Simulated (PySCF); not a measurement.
## P⁻: atomic calculation

System: P⁻, configuration 1s2 2s2 2p6 3s2 3p4, multiplicity 3.
Method: unrestricted wB97X-V, aug-cc-pV(Q+d)Z plus 1 even-tempered diffuse shell per l, non-relativistic, point nucleus (PySCF).

## Key numbers

```tsv
quantity	value
outcome	converged
total energy	−341.239945 hartree
kinetic energy	340.181205 hartree
⟨S²⟩	2.009
⟨L²⟩	2.03
SCF iterations	10
hardware	1 CPU thread, shared host
CPU time	5.9 s (integrals apart)
```

## Input
```python
from pyscf import gto, scf, dft, mp, cc
import basis_set_exchange as bse
mol = gto.M(atom="P 0 0 0", charge=-1, spin=2, symmetry="D2h",
            basis=gto.basis.parse(bse.get_basis("aug-cc-pV(Q+d)Z", elements=["P"], fmt="nwchem", augment_diffuse=1)))
mf = dft.UKS(mol, xc="WB97X_V")
mf.irrep_nelec = {'Ag': (3, 3), 'B1u': (2, 1), 'B2u': (2, 2), 'B3u': (2, 1)}
mf.kernel()
```

The script is an equivalent of what the driver set up; the driver started from orbitals of its own, so the log can be shorter than this script's would be, and it computed the properties (radii, ⟨L²⟩, response) afterwards. It held the occupations shell by shell, which the script's counts by irreducible representation don't always enforce.

## Log (extracts)
```
damping factor = 0
level_shift factor = 0
DIIS = <class 'pyscf.scf.diis.CDIIS'>
diis_start_cycle = 1
diis_space = 10
diis_damp = 0
SCF conv_tol = 1e-09
SCF conv_tol_grad = None
number electrons alpha = 9  beta = 7
XC functionals = WB97X_V
    N. Mardirossian and M. Head-Gordon.,  Phys. Chem. Chem. Phys. 16, 9904-9924 (2014)
NLC functional = WB97X_V
cycle= 1 E= -341.236736629177  delta_E= -0.00658  |g|= 0.0249  |ddm|= 0.731
cycle= 2 E= -341.23832524519  delta_E= -0.00159  |g|= 0.0121  |ddm|= 0.186
cycle= 3 E= -341.239251744787  delta_E= -0.000926  |g|= 0.00824  |ddm|= 0.0956
cycle= 4 E= -341.239822093676  delta_E= -0.00057  |g|= 0.00389  |ddm|= 0.0924
cycle= 5 E= -341.239938202891  delta_E= -0.000116  |g|= 0.00115  |ddm|= 0.0559
cycle= 6 E= -341.239944389853  delta_E= -6.19e-06  |g|= 0.000582  |ddm|= 0.0124
cycle= 7 E= -341.239945002376  delta_E= -6.13e-07  |g|= 4.82e-05  |ddm|= 0.00316
cycle= 8 E= -341.239945019177  delta_E= -1.68e-08  |g|= 2.42e-05  |ddm|= 0.000688
cycle= 9 E= -341.239945022281  delta_E= -3.1e-09  |g|= 3.71e-06  |ddm|= 0.000296
cycle= 10 E= -341.239945022355  delta_E= -7.39e-11  |g|= 5.26e-07  |ddm|= 4.8e-05
converged SCF energy = -341.239945022355  <S^2> = 2.0088642  2S+1 = 3.0059037
```

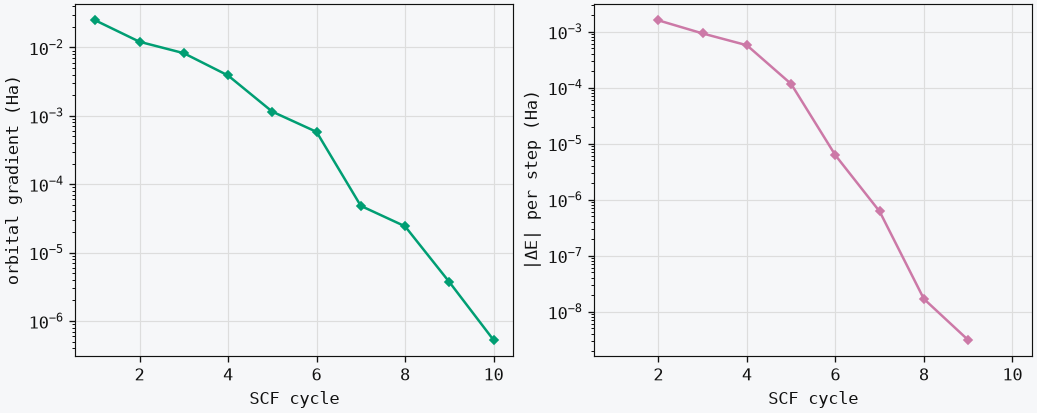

Figure 1. Convergence: orbital gradient and change of the energy from step to step (the smallest changes aren't drawn) against the SCF cycle. The residual falls at every step. It goes from 0.025 to 5.3×10⁻⁷ in 10 steps.

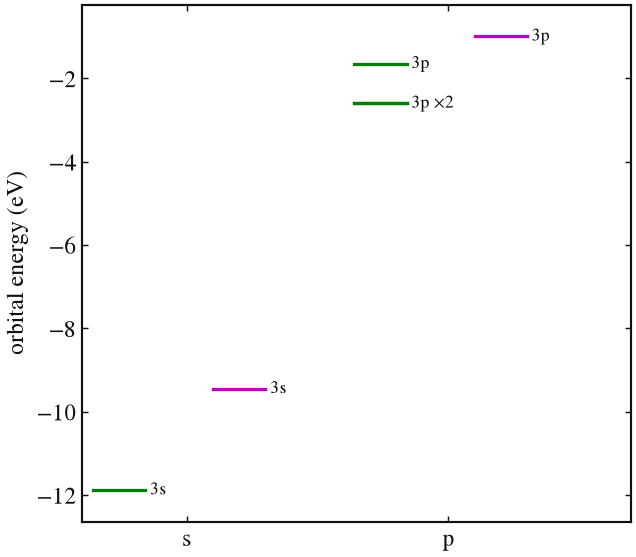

Figure 2. Orbital energies of the mean field, from the top down to −11.9 eV, by angular momentum, α spin at the left of each column and β at the right; ×n counts the orbitals under one label. The highest filled orbital is 3p β at −0.991 eV, the lowest empty one p α at 2.93 eV.
